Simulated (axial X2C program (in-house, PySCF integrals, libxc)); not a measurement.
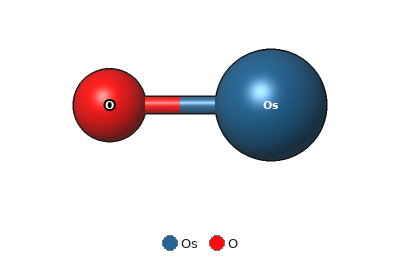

*The molecule at the reference distance of 1.704 Å.*

**Run report: OsO, relativistic diatomic calculation**

- system: OsO, single determinant with Ω = 4.
- method: PBE0, two-component X2C with atomic mean-field Coulomb and Gaunt terms, Os dyall-cv3z, O dyall-av3z (cores contracted) (axial X2C program (in-house, PySCF integrals, libxc))

## Input file
```
{"zs": [76, 8], "q": 0, "bas": ["dyall-cv3z", "dyall-av3z"], "levels": ["PBE0", "HF", "r2SCAN"], "cc": true, "r0": 1.73, "thr": -2.0, "nmax": 90, "npts": 10, "nst": 2, "ntry": 6}
```

The line is the task of a batch: nuclear charges, charge, bases, the levels to run, a first guess of the distance and further settings. This report covers PBE0 with spin-orbit coupling. The log is that of the reference distance 1.704 Å.

Launched within a batch (the task file carries these settings):
```bash
python <driver script> task.json out
```

## Output
```
two-component X2C + atomic mean field  PBE0
basis functions 232  fitting functions 1164  grid points 5077
iter        total energy     max residual
   1     -17321.841947758     1.47e+02
   2     -17324.943196000     1.31e+02
   3     -17326.420170156     1.06e+02
   4     -17328.246660570     7.22e+01
   5     -17329.714591935     4.24e+01
   6     -17330.155230403     2.57e+01
   7     -17330.479922144     6.44e+00
   8     -17330.615355340     3.83e+00
   9     -17330.633823563     5.28e+00
  10     -17330.656285175     1.80e+00
  11     -17330.658010062     2.12e+00
  12     -17330.660244335     1.10e+00
  13     -17330.660567198     4.24e-01
  14     -17330.661104146     2.81e-01
  15     -17330.661174018     1.88e-01
  16     -17330.661247053     1.80e-01
  17     -17330.661260199     1.33e-01
  18     -17330.661281524     5.35e-02
  19     -17330.661286043     4.10e-02
  20     -17330.661288855     3.24e-02
  21     -17330.661290545     4.43e-02
  22     -17330.661292635     3.77e-02
  23     -17330.661295040     2.64e-02
  24     -17330.661297220     2.36e-02
  25     -17330.661297961     2.32e-02
  26     -17330.661298531     1.48e-02
  27     -17330.661298775     6.57e-03
  28     -17330.661298883     5.32e-03
  29     -17330.661298951     4.19e-03
  30     -17330.661298981     5.02e-03
  31     -17330.661298990     3.47e-03
  32     -17330.661298997     9.50e-04
  33     -17330.661298999     8.82e-04
  34     -17330.661298999     4.60e-04
  35     -17330.661299000     5.02e-04
  36     -17330.661299000     2.69e-04
  37     -17330.661299000     2.09e-04
  38     -17330.661299000     1.77e-04
  39     -17330.661299000     1.11e-04
  40     -17330.661299000     4.25e-05
  41     -17330.661299000     9.03e-05
  42     -17330.661299000     1.50e-05
converged
one-electron -24128.30164399  Coulomb 6977.32504840  exact exchange -86.85908877  xc functional -266.23678920  nuclear repulsion 188.81440390  atomic mean-field constant -15.40322934
```

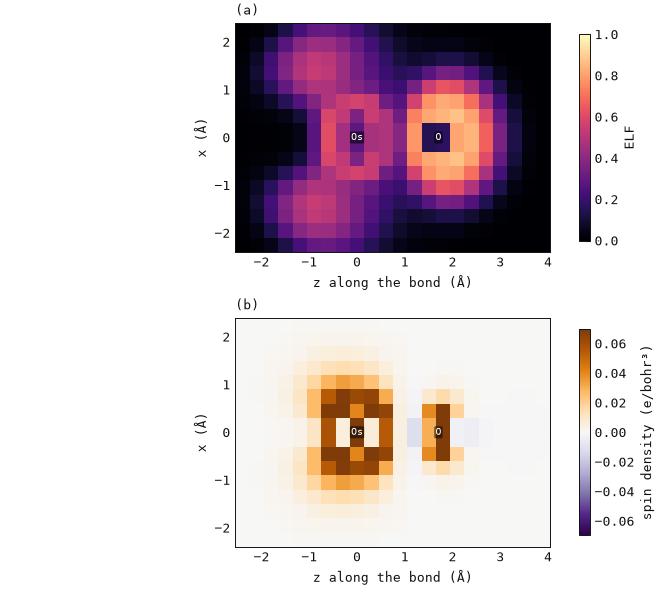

*(a) electron localisation function; (b) spin density, in a plane that holds the axis, at 1.70 Å, on points 0.3 Å apart (one half computed, the other mirrored); the structure near the nuclei is finer than these points.*

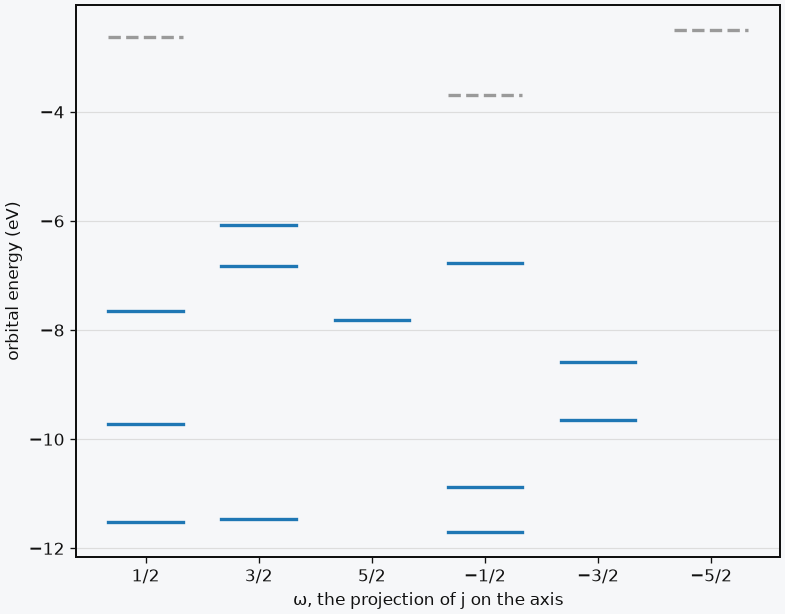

*Orbital energies near the frontier at 1.70 Å, filled (solid) and empty (dashed).*

The highest filled spinor (3/2; 69 % Os d, 18 % O p) lies at −6.08 eV, the lowest empty one (−1/2; 56 % Os s, 20 % Os d) at −3.69 eV.

## What the run reported

| quantity | value |
| --- | --- |
| outcome | not converged in a step after the SCF shown |
| hardware | 1 thread of AMD EPYC (Zen 3), 24 GiB of memory available, shared host |
| wall time | 17 s |
| peak memory | 0.95 GiB |

## What went wrong

The SCF whose log is shown converged, but a later step did not. The run therefore gave no full result.
